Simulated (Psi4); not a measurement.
# BSiH3OF2 (SMILES FB(F)O[SiH3]): MP2/cc-pVDZ

Aim: the vertical ionisation energy of BSiH3OF2 at MP2/cc-pVDZ, from 2 runs. 

The calculation is run with Psi4 1.11.

1 further run of the same task is left out (set aside as unsound or not needed).

## Step 1: Starting point

The species is BSiH3OF2 (8 atoms), meant as a singlet with charge 0. As SMILES, `FB(F)O[SiH3]`. The shape is that of a PBE0-D4/def2-TZVP optimisation.

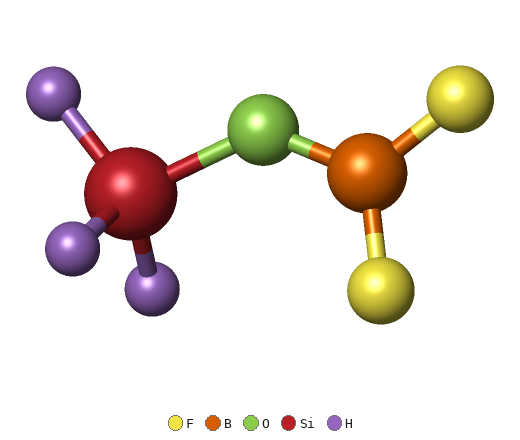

The structure, seen from a chosen angle (fluorine yellow, boron orange, oxygen green, silicon red, hydrogen purple).

## Step 2: A single-point energy at MP2/cc-pVDZ

input.json reads:

```json
{
  "schema_name": "qcschema_input",
  "schema_version": 1,
  "molecule": {
    "schema_name": "qcschema_molecule",
    "schema_version": 2,
    "symbols": ["F", "B", "F", "O", "Si", "H", "H", "H"],
    "geometry": [3.10784358, -3.65888772, 2.06320298, 1.10681259, -2.38426745, 1.29956466, -1.14838657, -3.38997969, 1.74308338, 1.373075, -0.15949288, 0.12245425, -0.65214449, 1.91788304, -1.07374238, -2.33305587, 2.86784837, 0.95639039, 0.88722642, 3.99960534, -2.12575292, -2.16732689, 0.69919867, -3.09064708],
    "molecular_charge": 0,
    "molecular_multiplicity": 1,
    "fix_symmetry": "c1",
    "fix_com": true,
    "fix_orientation": true
  },
  "driver": "energy",
  "model": {
    "method": "mp2",
    "basis": "cc-pVDZ"
  },
  "keywords": {
    "reference": "rhf",
    "puream": true,
    "e_convergence": 1e-09,
    "d_convergence": 1e-08,
    "scf_type": "pk",
    "num_frozen_docc": 9,
    "mp2_type": "conv"
  }
}
```

Launch:

```bash
$ psi4 --qcschema input.json -n 1 --memory 1600MB
```

stdout, cut to the lines that bear on the results:

```text
[...]
  Running in c1 symmetry.
[...]
  Nuclear repulsion =  220.428958710272667
[...]
  Multiplicity = 1
[...]
  Nalpha       = 24
  Nbeta        = 24
[...]
    Number of basis functions: 89
[...]
   @RHF iter   1:  -589.22569113628197   -1.10326e+00   5.79021e-03 ADIIS/DIIS
[...]
   @RHF iter  11:  -589.33303339432962   -2.16005e-12   5.30085e-09 DIIS
[...]
    Orbital Energies [Eh]
    ---------------------
    Doubly Occupied:
       1A    -68.834251     2A    -26.319907     3A    -26.314112
       4A    -20.590071     5A     -7.758218     6A     -6.179069
       7A     -4.286625     8A     -4.284774     9A     -4.284729
      10A     -1.650128    11A     -1.617266    12A     -1.390657
      13A     -0.840797    14A     -0.800097    15A     -0.769220
      16A     -0.721124    17A     -0.706363    18A     -0.658315
      19A     -0.650804    20A     -0.637190    21A     -0.589615
      22A     -0.578717    23A     -0.487483    24A     -0.482974
[...]
  @RHF Final Energy:  -589.33303339432962
   => Energetics <=
    Nuclear Repulsion Energy =            220.4289587102726671
    One-Electron Energy =               -1256.6589741869156569
    Two-Electron Energy =                 446.8969820823134569
    Total Energy =                       -589.3330333943296182
[...]
 Multipole Moments:
 ------------------------------------------------------------------------------------
     Multipole            Electronic (a.u.)      Nuclear  (a.u.)        Total (a.u.)
 ------------------------------------------------------------------------------------
 L = 1.  Multiply by 2.5417464519 to convert [e a0] to [Debye]
 Dipole X            :        -21.7580245           21.4105968           -0.3474277
 Dipole Y            :         42.8359718          -42.2200720            0.6158997
 Dipole Z            :        -22.7855632           22.4416316           -0.3439316
 Magnitude           :                                                    0.7863380
[...]
	SCS-MP2 Total Energy (a.u.)        :  -590.04609075014969
	SOS-MP2 Total Energy (a.u.)        :  -589.98341275979828
	SCSN-MP2 Total Energy (a.u.)       :  -589.66397318338466
[...]
	SOS-PI-MP2 Total Energy (a.u.)     :  -590.09180932070967
[...]
	MP2 Total Energy (a.u.)            :  -590.06305016994077
[...]
```

The result, in JSON:

```text
{
 "driver": "energy",
 "model": {
  "method": "mp2",
  "basis": "cc-pVDZ"
 },
 "success": true,
 "return_result": -590.0630501699408,
 "properties": {
  "calcinfo_nbasis": 89,
  "calcinfo_nmo": 89,
  "calcinfo_nalpha": 24,
  "calcinfo_nbeta": 24,
  "calcinfo_natom": 8,
  "nuclear_repulsion_energy": 220.42895871027267,
  "return_energy": -590.0630501699408,
  "scf_one_electron_energy": -1256.6589741869157,
  "scf_two_electron_energy": 446.89698208231346,
  "scf_dipole_moment": [-0.3474277041273126, 0.6158997235462351, -0.34393158882841135],
  "scf_total_energy": -589.3330333943296,
  "scf_iterations": 11,
  "mp2_same_spin_correlation_energy": -0.1880339710539455,
  "mp2_opposite_spin_correlation_energy": -0.5419828045572128,
  "mp2_singles_energy": 0.0,
  "mp2_doubles_energy": -0.7300167756111584,
  "mp2_correlation_energy": -0.7300167756111478,
  "mp2_total_energy": -590.0630501699408
 }
}
```

It took 8.4 s on 1 thread of Intel Xeon 6975P-C (Granite Rapids), shared host; peak memory 0.45 GiB.

## Step 3: The doublet cation at the same level

job.inp reads:

```
memory 1600 MB

molecule system {
  1 2
  F      1.644600    -1.936200     1.091800
  B      0.585700    -1.261700     0.687700
  F     -0.607700    -1.793900     0.922400
  O      0.726600    -0.084400     0.064800
  Si    -0.345100     1.014900    -0.568200
  H     -1.234600     1.517600     0.506100
  H      0.469500     2.116500    -1.124900
  H     -1.146900     0.370000    -1.635500
  symmetry c1
}

set basis cc-pVDZ
set reference uhf
set puream true
set e_convergence 1e-09
set d_convergence 1e-08
set scf_type pk
set num_frozen_docc 9
set mp2_type conv
set maxiter 100

result, w = energy("mp2", return_wfn=True)
```

Launch:

```bash
$ psi4 -n 1 job.inp job.out
```

job.out, cut to the lines that bear on the results:

```text
[...]
  Running in c1 symmetry.
[...]
  Nuclear repulsion =  220.428958488731269
[...]
  Multiplicity = 2
[...]
  Nalpha       = 24
  Nbeta        = 23
[...]
    Number of basis functions: 89
[...]
   @UHF iter   1:  -588.74401235143046   -6.21584e-01   5.92351e-03 DIIS/ADIIS
[...]
   @UHF iter  24:  -588.88808074796214   -6.82121e-12   6.70898e-09 DIIS
[...]
   @S^2 Observed:                8.051186230E-01
[...]
  @UHF Final Energy:  -588.88808074796214
   => Energetics <=
    Nuclear Repulsion Energy =            220.4289584887312685
    One-Electron Energy =               -1245.7388990208294217
    Two-Electron Energy =                 436.4218597841360179
    Total Energy =                       -588.8880807479621353
  UHF NO Occupations:
  HONO-2 :   22  A 1.9936231
  HONO-1 :   23  A 1.9789844
[...]
 Multipole Moments:
 ------------------------------------------------------------------------------------
     Multipole            Electronic (a.u.)      Nuclear  (a.u.)        Total (a.u.)
 ------------------------------------------------------------------------------------
 L = 1.  Multiply by 2.5417464519 to convert [e a0] to [Debye]
 Dipole X            :          1.4787778           -3.3328259           -1.8540481
 Dipole Y            :         -5.4837084            8.4967204            3.0130121
 Dipole Z            :          2.9881879           -4.6809431           -1.6927552
 Magnitude           :                                                    3.9218817
[...]
	SCS-MP2 Total Energy (a.u.)        :  -589.59056908561240
	SOS-MP2 Total Energy (a.u.)        :  -589.52677547487428
	SCSN-MP2 Total Energy (a.u.)       :  -589.22491101265950
[...]
	SOS-PI-MP2 Total Energy (a.u.)     :  -589.63322459602637
[...]
	MP2 Total Energy (a.u.)            :  -589.61170718593678
[...]
```

It took 9.6 s on 1 thread of Intel Xeon 6975P-C (Granite Rapids), shared host; peak memory 0.45 GiB.

## Step 4: What came out

At MP2/cc-pVDZ, 9 core orbitals frozen:

| quantity | value |
| --- | --- |
| singlet BSiH3OF2: total energy | -590.06305 Eh |
| singlet BSiH3OF2: HOMO energy (Hartree–Fock orbitals) | -13.14 eV |
| singlet BSiH3OF2: LUMO energy (Hartree–Fock orbitals) | 3.60 eV |
| singlet BSiH3OF2: HOMO–LUMO gap (Hartree–Fock orbitals) | 16.75 eV |
| singlet BSiH3OF2: correlation energy (9 core orbitals frozen) | -730.0 mEh |
| doublet cation: total energy | -589.61171 Eh |
| doublet cation: HOMO energy (Hartree–Fock orbitals) (highest over α and β) | -19.37 eV |
| doublet cation: LUMO energy (Hartree–Fock orbitals) (lowest over α and β) | -11.10 eV |
| doublet cation: correlation energy (9 core orbitals frozen) | -723.6 mEh |
| doublet cation: ⟨S²⟩ of the reference determinant | 0.805 |
| vertical ionisation energy (to the doublet cation) | 12.282 eV |

The vertical ionisation energy comes to 12.28 eV (283 kcal/mol).
